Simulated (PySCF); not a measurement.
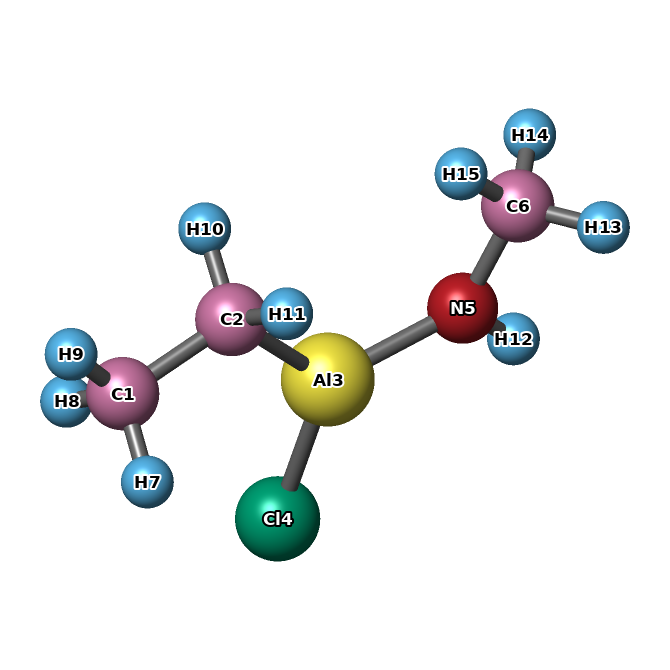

The thickness of each stick grows with its Mayer bond order. Computed geometry: GFN2-xTB optimisation. No frequency run is at hand to confirm it as a minimum. Method: PBE0/pcSseg-1 (PySCF 2.14.0).

List the Mayer bond orders of C1–C2, C1–H7, C1–H8, C1–H9, C2–Al3, C2–H10, C2–H11, Al3–Cl4, Al3–N5, N5–C6, N5–H12, C6–H13, C6–H14, C6–H15.

```tsv
bond	Mayer order	length (Å)
C1–C2	1.03	1.535
C1–H7	0.97	1.089
C1–H8	0.97	1.090
C1–H9	0.97	1.091
C2–Al3	0.87	2.010
C2–H10	0.95	1.098
C2–H11	0.95	1.097
Al3–Cl4	0.99	2.031
Al3–N5	1.04	1.788
N5–C6	0.96	1.457
N5–H12	0.92	1.016
C6–H13	0.97	1.095
C6–H14	0.97	1.095
C6–H15	0.97	1.089
```

The geometry is semi-empirical. Around Al such bond lengths and angles can be off by a tenth of an ångström or more and by several degrees, and values that hang on the shape move with them.
